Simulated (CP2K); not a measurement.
# C2HBF (SMILES [C]#CBF): GFN2-xTB

Aim: the vertical electron affinity of C2HBF at GFN2-xTB, from 2 runs. 

Program for the calculation: CP2K 2026.2.

5 further runs of the same task are left out: 3 that didn't finish, 2 set aside as unsound or not needed.

## 1. Starting point

C2HBF: 5 atoms, total charge 0, spin state doublet. SMILES: `[C]#CBF`. Geometry: relaxed at GFN2-xTB.

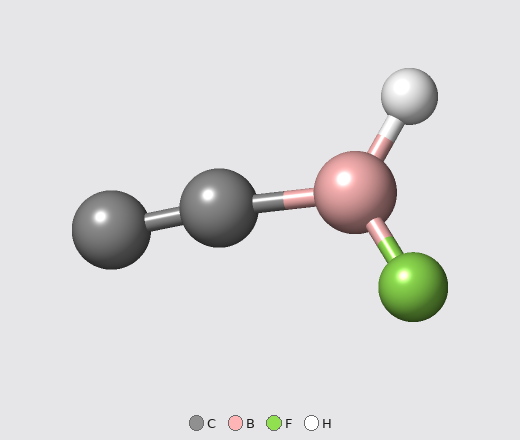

Viewed from a chosen angle; carbon grey, boron pink, fluorine green, hydrogen white.

## 2. Energy and forces at GFN2-xTB

File molecule.xyz:

```xyz
5

C      1.058500    -1.069460     1.493050
C      0.496030    -0.402700     0.663670
B     -0.283370     0.325850    -0.413980
F     -1.174790    -0.318040    -1.118520
H     -0.096370     1.464350    -0.624220
```

File job.inp:

```
&GLOBAL
    PROJECT_NAME job
    RUN_TYPE ENERGY_FORCE
    PRINT_LEVEL MEDIUM
&END GLOBAL
&FORCE_EVAL
    METHOD Quickstep
    &DFT
        MULTIPLICITY 2
        LSD T
        &QS
            METHOD XTB
            EPS_DEFAULT 1.0E-10
            &XTB
                GFN_TYPE TBLITE
                &TBLITE
                    METHOD GFN2
                &END TBLITE
                CHECK_ATOMIC_CHARGES F
            &END XTB
        &END QS
        &POISSON
            PERIODIC NONE
            POISSON_SOLVER ANALYTIC
        &END POISSON
        &SCF
            SCF_GUESS ATOMIC
            EPS_SCF 1.0E-07
            MAX_SCF 150
            ADDED_MOS 8
            &DIAGONALIZATION
                ALGORITHM STANDARD
            &END DIAGONALIZATION
            &MIXING
                METHOD DIRECT_P_MIXING
                ALPHA 0.4
            &END MIXING
            &SMEAR ON
                METHOD FERMI_DIRAC
                ELECTRONIC_TEMPERATURE [K] 300
            &END SMEAR
        &END SCF
        &PRINT
            &MOMENTS
                PERIODIC F
                REFERENCE COM
                MAX_MOMENT 1
            &END MOMENTS
            &MO ON
                ENERGIES T
                OCCUPATION_NUMBERS T
                NDIGITS 6
                &EACH
                    QS_SCF 0
                &END EACH
                ADD_LAST NUMERIC
            &END MO
            &HIRSHFELD OFF
            &END HIRSHFELD
        &END PRINT
    &END DFT
    &SUBSYS
        &CELL
            ABC 12.2 12.5 12.6
            PERIODIC NONE
        &END CELL
        &TOPOLOGY
            COORD_FILE_NAME molecule.xyz
            COORD_FILE_FORMAT XYZ
            &CENTER_COORDINATES
            &END CENTER_COORDINATES
        &END TOPOLOGY
    &END SUBSYS
    &PRINT
        &FORCES ON
        &END FORCES
    &END PRINT
&END FORCE_EVAL
```

On the command line:

```
$ OMP_NUM_THREADS=1 cp2k.psmp job.inp > job.out
```

The program printed:

```text
CP2K| version string:                                       CP2K version 2026.2
[...]
 GLOBAL| Method name                                                        CP2K
[...]
 GLOBAL| Run type                                                   ENERGY_FORCE
[...]
                             - Atoms:                                          5
[...]
                             - Spherical basis functions:                     17
[...]
 Number of electrons:                                                         10
[...]
  *** SCF run converged in    21 steps ***
[...]
  Fermi energy:                                                -0.39818482649406
[...]
 TB_DIPOLE| Moment [Debye]          0.30584971       1.01993730      -0.04427164
 TB_DIPOLE| Derivative [a.u.]       0.00000000       0.00000000       0.00000000
[...]
 ENERGY| Total FORCE_EVAL ( QS ) energy [hartree]            -10.621697866016547
 FORCES| Atomic forces [hartree/bohr]
 FORCES|   Atom     x               y               z               |f|
 FORCES|      1  1.39307924E-03 -8.26493779E-04  1.74402702E-03   2.38020839E-03
 FORCES|      2 -1.37049990E-03 -6.84038023E-04 -1.17784023E-03   1.93222297E-03
 FORCES|      3  1.24308142E-03  2.06507638E-03  5.83809044E-04   2.48004533E-03
 FORCES|      4 -7.40607156E-04 -6.30257796E-04 -5.60727430E-04   1.12255917E-03
 FORCES|      5 -5.25053596E-04  7.57132199E-05 -5.89268400E-04   7.92875159E-04
 FORCES| Sum    -1.00613962E-16  2.94835228E-16  8.94466792E-17
 FORCES| Total atomic force                                       3.24116784E-16
[...]
```

Run time: 1.2 s. Hardware: 1 thread of Intel Xeon Platinum 8259CL at 2.50GHz (Skylake/Cascade Lake), shared host; peak memory 0.19 GiB.

## 3. The singlet anion, same level

molecule.xyz is that of step 2.

File molecule.inp:

```
&GLOBAL
  PROJECT molecule
  RUN_TYPE ENERGY_FORCE
  PRINT_LEVEL MEDIUM
&END GLOBAL

&FORCE_EVAL
  METHOD Quickstep
  &DFT
    CHARGE -1
    &QS
      METHOD XTB
      EPS_DEFAULT 1.0E-10
      &XTB
        GFN_TYPE TBLITE
        &TBLITE
          METHOD GFN2
        &END TBLITE
        CHECK_ATOMIC_CHARGES F
      &END XTB
    &END QS
    &POISSON
      PERIODIC NONE
      POISSON_SOLVER ANALYTIC
    &END POISSON
    &SCF
      SCF_GUESS ATOMIC
      EPS_SCF 1.0E-07
      MAX_SCF 150
      ADDED_MOS 2
      &DIAGONALIZATION
        ALGORITHM STANDARD
      &END DIAGONALIZATION
      &MIXING
        METHOD DIRECT_P_MIXING
        ALPHA 0.4
      &END MIXING
    &END SCF
    &PRINT
      &MOMENTS
        PERIODIC F
        REFERENCE COM
        MAX_MOMENT 1
      &END MOMENTS
      &MO ON
        ENERGIES T
        OCCUPATION_NUMBERS T
        NDIGITS 6
        &EACH
          QS_SCF 0
        &END EACH
        ADD_LAST NUMERIC
      &END MO
      &HIRSHFELD OFF
      &END HIRSHFELD
    &END PRINT
  &END DFT
  &SUBSYS
    &CELL
      ABC 12.2 12.5 12.6
      PERIODIC NONE
    &END CELL
    &TOPOLOGY
      COORD_FILE_NAME molecule.xyz
      COORD_FILE_FORMAT XYZ
      &CENTER_COORDINATES
      &END CENTER_COORDINATES
    &END TOPOLOGY
  &END SUBSYS
  &PRINT
    &FORCES ON
    &END FORCES
  &END PRINT
&END FORCE_EVAL
```

On the command line:

```
$ OMP_NUM_THREADS=1 cp2k.psmp molecule.inp > molecule.out
```

The program printed:

```text
CP2K| version string:                                       CP2K version 2026.2
[...]
 GLOBAL| Method name                                                        CP2K
[...]
 GLOBAL| Run type                                                   ENERGY_FORCE
[...]
                             - Atoms:                                          5
[...]
                             - Spherical basis functions:                     17
[...]
 Number of electrons:                                                         20
[...]
  *** SCF run converged in    18 steps ***
[...]
  Fermi energy:                                                -0.02215688515639
[...]
 TB_DIPOLE| Moment [Debye]         -1.65602009       0.53123956      -1.92833019
 TB_DIPOLE| Derivative [a.u.]       0.00000000       0.00000000       0.00000000
[...]
 ENERGY| Total FORCE_EVAL ( QS ) energy [hartree]            -10.847729686445208
 FORCES| Atomic forces [hartree/bohr]
 FORCES|   Atom     x               y               z               |f|
 FORCES|      1  4.30188094E-02 -4.65689178E-02  6.18338978E-02   8.85590931E-02
 FORCES|      2 -5.17896339E-02  5.32075354E-02 -7.33997897E-02   1.04406595E-01
 FORCES|      3  5.09606942E-02 -6.99205630E-03  5.59280331E-02   7.59856966E-02
 FORCES|      4 -3.79118595E-02 -1.68771943E-02 -3.37228123E-02   5.34731413E-02
 FORCES|      5 -4.27801024E-03  1.72306330E-02 -1.06393289E-02   2.06976183E-02
 FORCES| Sum    -1.21430643E-17 -6.24500451E-17  4.16333634E-17
 FORCES| Total atomic force                                       7.60315665E-17
[...]
```

Run time: 1.1 s. Hardware: 1 thread of Intel Xeon Platinum 8259CL at 2.50GHz (Skylake/Cascade Lake), shared host; peak memory 0.19 GiB.

## 4. Outcome

At GFN2-xTB:

| quantity | value |
| --- | --- |
| doublet C2HBF: total energy | -10.62170 Eh |
| doublet C2HBF: dipole moment (from atomic charges alone) | 1.07 D |
| doublet C2HBF: HOMO energy (highest over α and β) | -11.34 eV |
| doublet C2HBF: LUMO energy (lowest over α and β) | -10.33 eV |
| doublet C2HBF: largest force on an atom | 0.128 eV/Å |
| singlet anion: total energy | -10.84773 Eh |
| singlet anion: HOMO energy | -1.94 eV |
| singlet anion: LUMO energy | 0.29 eV |
| singlet anion: HOMO–LUMO gap | 2.24 eV |
| singlet anion: largest force on an atom | 5.369 eV/Å |
| vertical electron affinity (to the singlet anion) | 6.151 eV |

In words: At fixed nuclei the extra electron is bound by 6.15 eV (593 kJ/mol). A minimal valence basis can't be trusted even for the sign of an electron affinity. No empirical shift is applied, and without it xTB methods put this difference several eV too high. The dipole (doublet C2HBF) comes from point charges on the atoms alone, without atomic dipoles, so it is partial.
